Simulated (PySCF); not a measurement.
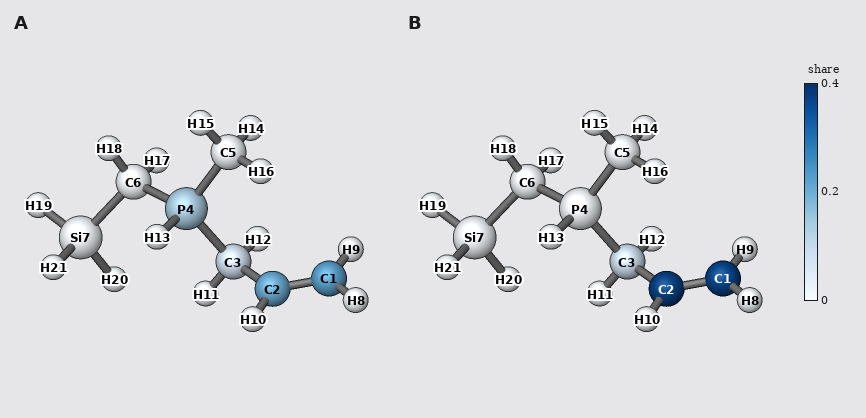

Each panel colours the atoms by their Löwdin share in one orbital (up to four of the largest shares; other atoms are shown as zero). State: charge +1, singlet. The computed structure is the end point of a PBE0-D3(BJ)/def2-SVP optimisation. No frequency run is at hand to confirm it as a minimum. Method: CAM-B3LYP/def2-SVPD (PySCF 2.14.0).

The panels show the HOMO, LUMO, in some order. Which is which?

Answer. A: LUMO, −3.14 eV; C1 0.22, C2 0.20, P4 0.13, C3 0.07
B: HOMO, −12.97 eV; C2 0.37, C1 0.37, C3 0.07
